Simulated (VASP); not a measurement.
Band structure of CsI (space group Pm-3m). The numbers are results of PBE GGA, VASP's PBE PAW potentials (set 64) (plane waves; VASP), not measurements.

Unless said otherwise, spin-orbit coupling is left out, though it shifts the bands of the heavy elements here.

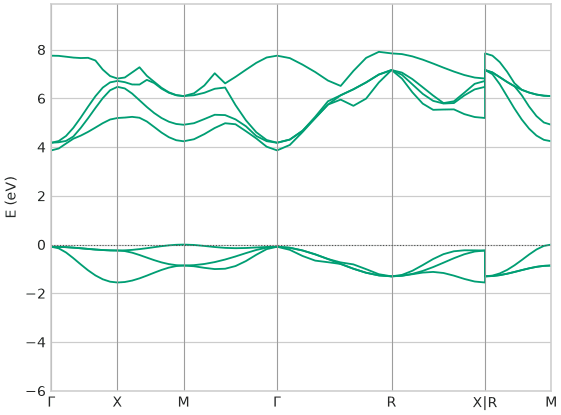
*Bands along high-symmetry lines, zero at the valence-band maximum or, without a gap, the Fermi level*

Read the plot: is there a gap, and where are the band edges?

The gap is indirect, 3.87 eV, from the valence maximum at M to the conduction minimum at Γ.

The structure is a typed CsI crystal (Pm-3m). The cell was not relaxed at this level.
